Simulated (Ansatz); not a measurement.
**Frequency calculation, with input and output: AlPH₆**

The run: frequency calculation of AlPH₆. Method and program: RKS PBE-D4/def2-SVP (Ansatz 0.2.0).

It belongs to a series of runs on one base structure; here: vibrations at the highest image of the band.

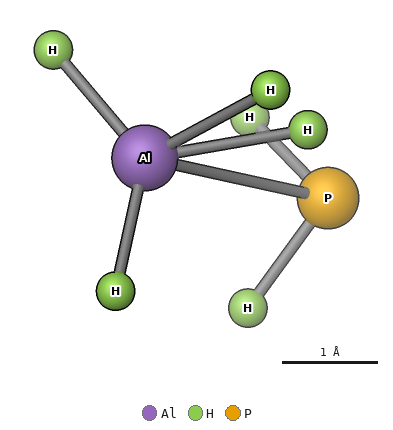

*The structure as given in the input (ball-and-stick view, seen at a tilt). Sticks mark near contacts.*

**Results in brief**

| quantity | value |
| --- | --- |
| outcome | converged |
| total energy | −15968.0118 eV |
| mean-field energy | −15967.8754 eV |
| largest force (length of the vector) | 0.009 eV/Å |
| hardware | 1 thread of Arm Neoverse V1, 24 GiB of memory available, shared host |
| wall time | 46 s |
| peak memory | 0.099 GiB |

**The input**
```yaml
crystal:
  periodic: [false, false, false]
  atoms:
    - { symbol: Al, position_ang: [0.040544, -0.303746, 0.023352] }
    - { symbol: H, position_ang: [-0.041796, 0.165902, 1.672857] }
    - { symbol: H, position_ang: [1.48345, 0.025168, -0.555582] }
    - { symbol: H, position_ang: [-1.410571, -0.145522, -0.606199] }
    - { symbol: P, position_ang: [0.107756, -2.686145, 1.183146] }
    - { symbol: H, position_ang: [-0.620779, -2.927477, -0.034485] }
    - { symbol: H, position_ang: [1.403412, -2.741702, 0.561313] }
    - { symbol: H, position_ang: [-0.014315, -0.964378, 1.641597] }
basis:
  gaussian: { orbitals: def2-SVP }
hamiltonian:
  xc: pbe
  dispersion: d4
phonons: {}
```

Command:
```bash
ansatz run input.yaml --threads 1 --pin off --max-ram 2048MiB --backend cpu --events-out ev --progress --plain --runs-dir out
```

**Log**
```
Engine: ansatz 0.2.0, aarch64-unknown-linux-gnu
Functional definition: PBE
  parameter kappa = 0.804
  parameter beta = 0.06672455060314922
  exchange = pbe_x(kappa = kappa, mu = beta*pi^2/3)
  correlation = pbe_c(beta = beta)
748 factors; their error is unknown
mean field evaluation 1: about -15966.8561 eV, gradient 1.5e1 eV
mean field evaluation 2: about -15967.6419 eV, gradient 7.8e0 eV
mean field evaluation 4: about -15967.8988 eV, gradient 4.5e-1 eV
mean field evaluation 8: about -15967.8754 eV, gradient 8.5e-2 eV
mean field -15967.87538991 eV, -586.8085971646 hartree, gradient 5.1e-5 eV, S^2 0.000000; 0 other end points of the search recorded, 0 dependent functions left out
the calculation of the forces begins
reference -15967.87542655 eV, -586.8085985110 hartree; 17, 17 occupied and 49, 49 virtual orbitals, 748 factors
these checks for a lower state are left out or cut short: stability, starts, cluster_reference, orbital_swaps, neighbouring_geometries, increment
748 factors; their error is unknown
mean field evaluation 16: about -15967.8996 eV, gradient 1.1e-1 eV
mean field -15967.87531524 eV, -586.8085944204 hartree, gradient 5.0e-7 eV, S^2 0.000000; 0 other end points of the search recorded, 0 dependent functions left out
[... from here on the field's lines of each further geometry are left out, up to the last ...]
the calculation of the forces begins
reference -15967.87541804 eV, -586.8085981982 hartree; 17, 17 occupied and 49, 49 virtual orbitals, 748 factors
these checks for a lower state are left out or cut short: stability, starts, cluster_reference, orbital_swaps, neighbouring_geometries, increment
748 factors; their error is unknown
mean field -15967.87534621 eV, -586.8085955586 hartree, gradient 2.9e-6 eV, S^2 0.000000; 0 other end points of the search recorded, 0 dependent functions left out
the calculation of the forces begins
reference -15967.87538285 eV, -586.8085969050 hartree; 17, 17 occupied and 49, 49 virtual orbitals, 748 factors
WARN: phonons: modes at or below zero, which the zero-point energy, F, S and C_V leave out: 1, the lowest at -961.38 cm⁻¹. A minimum has none, and a first-order saddle one
Total energy: -15968.01178781 eV, -586.8136096949 hartree
Atom 0 at     0.040544    -0.303746     0.023352 Å, force     0.000647    -0.001679    -0.009223 eV/Å
Atom 1 at    -0.041796     0.165902     1.672857 Å, force    -0.004802     0.001807     0.003236 eV/Å
Atom 2 at     1.483450     0.025168    -0.555582 Å, force     0.002215     0.003189     0.002539 eV/Å
Atom 3 at    -1.410571    -0.145522    -0.606199 Å, force     0.000399     0.001492    -0.003435 eV/Å
Atom 4 at     0.107756    -2.686145     1.183146 Å, force     0.003854     0.000427    -0.001427 eV/Å
Atom 5 at    -0.620779    -2.927477    -0.034485 Å, force    -0.005005    -0.002424     0.004083 eV/Å
Atom 6 at     1.403412    -2.741702     0.561313 Å, force    -0.003286     0.001744    -0.001512 eV/Å
Atom 7 at    -0.014315    -0.964378     1.641597 Å, force     0.005978    -0.004557     0.005741 eV/Å
Dipole moment:     0.051196    -0.068528    -0.045536 e Å
Vibrations: -961.38 85.85 291.36 396.89 476.54 540.94 644.93 657.90 688.82 994.12 1041.10 1154.23 1532.71 1691.03 1901.20 1926.38 2328.48 2355.69 cm⁻¹, zero-point energy 1.159760 eV
```

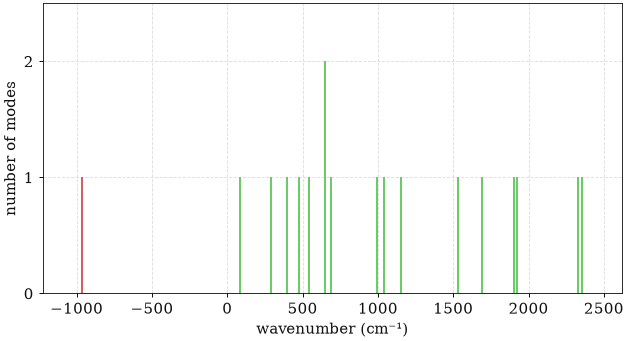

*Harmonic vibrational wavenumbers from the force constants; neighbouring modes closer than 15 cm⁻¹ are counted in one stick, and imaginary ones are drawn at negative wavenumbers.*

18 modes from 961i to 2356 cm⁻¹, 1 imaginary beyond 8i (961i cm⁻¹): a first-order saddle point, if the geometry is stationary.
